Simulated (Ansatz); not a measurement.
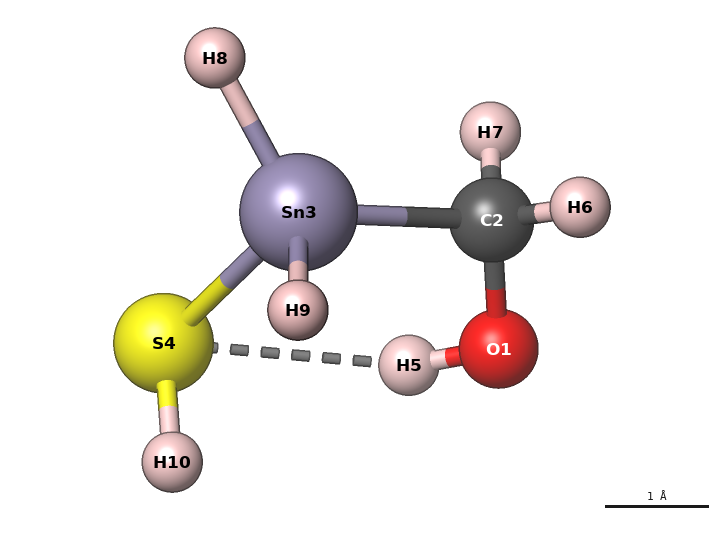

Broken lines mark hydrogen bonds. The geometry was computed by an optimisation with PBE-D4/def2-SVP. No frequency run is at hand to confirm it as a minimum.

Tabulate the hydrogen bonds (donors O, N, F, S, Cl) with their geometry.

```json
{"D–H···A": "O1–H5···S4", "D–H (Å)": "0.99", "H···A (Å)": "2.46", "angle (°)": "139", "kind": "intramolecular"}
```
